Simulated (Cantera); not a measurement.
A closed system holds: 1 mol Zr, a varied amount of NH₃, held at 2175 K and 0.000170 bar.

Cantera equilibrium calculation (NASA polynomials, part measured and part estimated; ideal gas, pure solids and liquids). Candidate condensed phases: Zr, ZrN; 11 gas species. Mutual solubility and eutectic melting of coexisting phases are not modelled. ZrN: taken at fixed stoichiometry. Condensed phases not in the tables: N, O or C dissolved in the metal. Kinetics and transport are ignored.

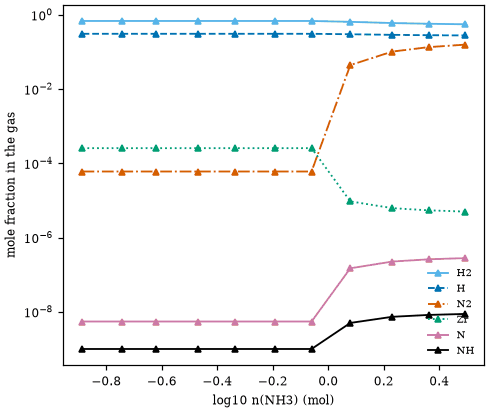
Figure. Equilibrium gas composition (values under 1e-9 drawn at 1e-9)

Question: Read off the mole fractions at 0.13 mol NH₃.

Answer: H₂ about 0.69, H about 0.31, Zr about 0.00026, N₂ about 6.1e-5.
